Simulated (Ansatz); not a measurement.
**BF (charge +1): composite energy at a relaxed geometry**

Aim: a composite energy at a relaxed geometry, for BF (charge +1), run from a script.

All numbers are computed with Ansatz 0.2.0, driven from Python. The levels of theory stand in the script.

## 1. The structure

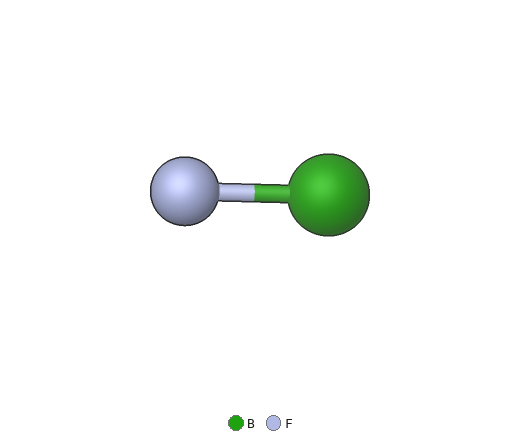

The structure that the script starts from, seen from a chosen angle (boron green, fluorine light blue).

The script holds or builds the structure itself.

## 2. The script

Input file composite.py:

```python
import itertools

import ansatz as az
from ase.data import atomic_numbers, covalent_radii
import numpy as np


def main() -> None:
    geometry_ang = [
        ("B", (0.0, 0.0, 0.0)),
        ("F", (0.0, 0.0, 1.53)),
    ]
    mol = az.Crystal.molecule()
    for symbol, xyz in geometry_ang:
        mol = mol.atom(symbol, xyz)

    calc = (
        mol.calculation()
        .basis(gaussian="def2-SVP")
        .functional("b3lyp")
        .charge(1)
        .spin("collinear", total=1)
    )
    symbols = [site.symbol for site in mol.cartesian_sites]
    start = np.array([site.position_ang for site in mol.cartesian_sites], dtype=float)
    report = calc.relax(force_tolerance=0.01).run().report
    end = np.array(report["positions_ang"])
    radius = [covalent_radii[atomic_numbers[s]] for s in symbols]
    span = lambda where, i, j: np.linalg.norm(where[i] - where[j])
    bonded = [(i, j) for i, j in itertools.combinations(range(len(symbols)), 2) if min(span(start, i, j), span(end, i, j)) < 1.2 * (radius[i] + radius[j])]
    print("pair        before    after (A)")
    for i, j in bonded:
        print(f"{symbols[i]}{i}-{symbols[j]}{j}".ljust(10), f"{span(start, i, j):8.4f} {span(end, i, j):8.4f}")

    minimum = az.Crystal.molecule()
    for symbol, place in zip(symbols, end):
        minimum = minimum.atom(symbol, place.tolist())
    at_minimum = minimum.calculation().charge(1).spin("collinear", total=1)
    level = lambda method, basis: at_minimum.basis(gaussian=basis).correlation(method).run().report
    small, large, cluster = level("mp2", "cc-pVDZ"), level("mp2", "cc-pVTZ"), level("ccsd_t", "cc-pVDZ")
    corr = lambda each: (each["free_energy_ev"] - each["reference_energy_ev"]) / 27.211386246
    mp2_limit = (27 * corr(large) - 8 * corr(small)) / 19
    pieces = {"HF / cc-pVTZ": large["reference_energy_ev"] / 27.211386246, "MP2 correlation, DZ-TZ limit": mp2_limit, "CCSD(T) - MP2 / cc-pVDZ": corr(cluster) - corr(small)}
    for name, value in pieces.items():
        print(f"{name:32s} {value:14.6f} Ha")
    print(f"{'sum':32s} {sum(pieces.values()):14.6f} Ha")
    print("T1 diagnostic", round(cluster["correlation"]["coupled_cluster"]["t1_diagnostic"], 4))


if __name__ == "__main__":
    main()
```

## 3. Launch

Launch:

```bash
> python composite.py
```

What it wrote:

```text
pair        before    after (A)
B0-F1        1.5300   1.2166
HF / cc-pVTZ                        -123.795196 Ha
MP2 correlation, DZ-TZ limit          -0.317530 Ha
CCSD(T) - MP2 / cc-pVDZ               -0.008828 Ha
sum                                 -124.121555 Ha
T1 diagnostic 0.0215
```

Wall time 5.5 s (1 thread of Arm Neoverse V1, shared host); peak memory 0.16 GiB.

## 4. How the relaxation of run 0 went

The steps of the relaxation:

| step | E - E(step 1) (eV) | largest force component (eV/Å) |
| --- | --- | --- |
| 1 | 0.0000 | 8.6786 |
| 2 | -1.5769 | 5.6087 |
| 3 | -0.2492 | 23.6109 |
| 4 | -1.8510 | 2.8645 |
| 5 | -1.9105 | 1.1508 |
| 6 | -1.9188 | 0.0628 |
| 7 | -1.9188 | 0.0014 |

Step 1 is the start. Step 3 was tried and not accepted.

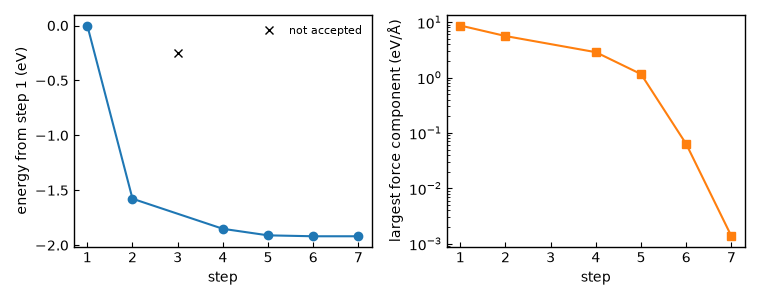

Energy and largest force along the relaxation.

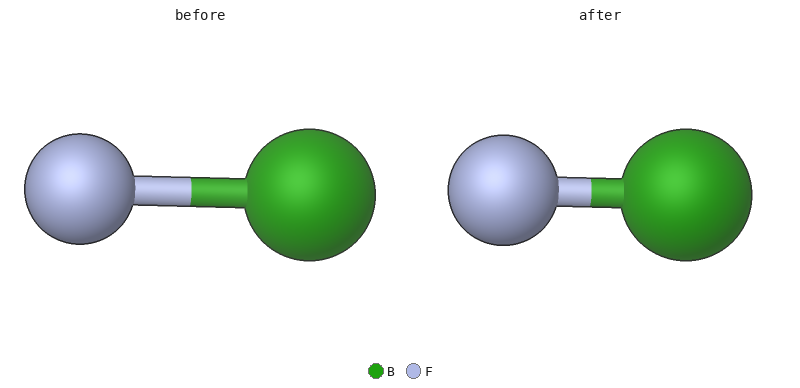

Before and after, at one scale.

Before: Bond lengths: B1–F2 1.530 Å.

After: Bond lengths: B1–F2 1.217 Å.

Run 0 is this relaxation; the runs after it count from 1.

## 5. Run by run

The 3 runs, in the order started:

```tsv
run	basis	method	energy (eV)	<S²>	iterations in all	CPU time (s)
1	cc-pVDZ	mp2	-3373.3902	0.75	25	0.12
2	cc-pVTZ	mp2	-3376.5404	0.75	25	0.34
3	cc-pVDZ	ccsd_t	-3373.6304	0.75	70	0.44
```

## 6. Outcome

```
        quantity           value
   T1 diagnostic          0.0215
composite energy  -124.121555 Ha
   runs compared               3
```

What this shows: All 3 runs converged, in 25 to 70 cycles. A T1 diagnostic under about 0.02 supports a single-reference treatment; this one lies above (open shells tolerate somewhat more). Run 0: The relaxation took 5 moves; the largest shift is 0.157 Å. Notes:
- The sum leaves out core correlation, relativity, the Hartree-Fock basis error and zero-point energy; a DZ-TZ extrapolation is rough.
- The run takes the species as open-shell (spin multiplicity 2), which needn't be its ground state.
- b3lyp holds the VWN-RPA fit, as in Gaussian; the form of ORCA and Turbomole is b3lyp5.
- Inner cores stay frozen, so this is valence correlation.
- The spin state was assumed, and another may lie lower.
